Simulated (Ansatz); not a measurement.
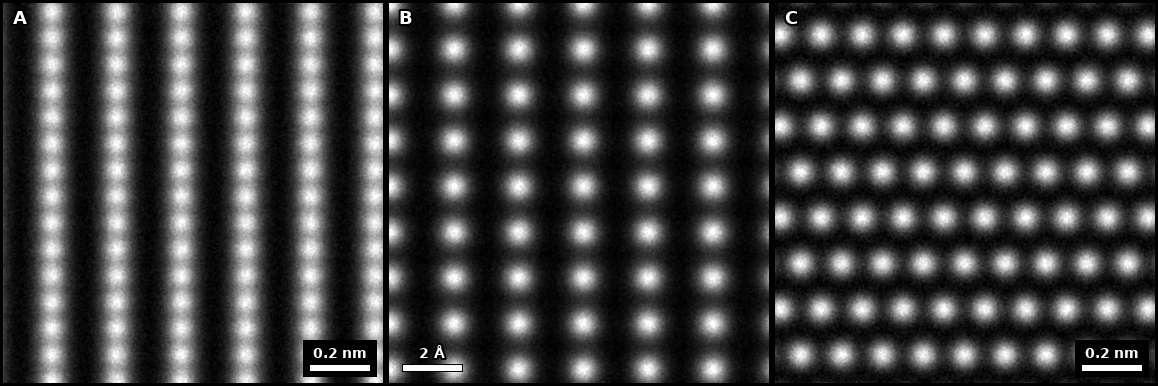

Three views of Mo (Im-3m, No. 229) along different zone axes. Simulated as the projected potential of neutral atoms (B = 0.5 Å²) blurred by a 0.50 Å probe, the thin-sample limit of integrated differential phase contrast. Shot noise was added. Structure: the input geometry of a calculation.

```cif
data_structure
_symmetry_space_group_name_H-M 'Im-3m'
_symmetry_Int_Tables_number 229
_cell_length_a 3.1291
_cell_length_b 3.1291
_cell_length_c 3.1291
_cell_angle_alpha 90.000
_cell_angle_beta 90.000
_cell_angle_gamma 90.000
_cell_volume 30.64
loop_
_atom_site_label
_atom_site_type_symbol
_atom_site_symmetry_multiplicity
_atom_site_Wyckoff_symbol
_atom_site_fract_x
_atom_site_fract_y
_atom_site_fract_z
_atom_site_occupancy
Mo1 Mo 2 a 0.00000 0.00000 0.00000 1
```

Match the panels to the zone axes [110], [210] and [211].

Answer. A is [211]: projected cell 0.90 × 2.21 Å, 90°, plane group p2mm. B is [110]: projected cell 1.56 × 2.21 Å, 90°, plane group p2mm. C is [210]: projected cell 1.40 × 1.71 Å, 114°, plane group c2mm.
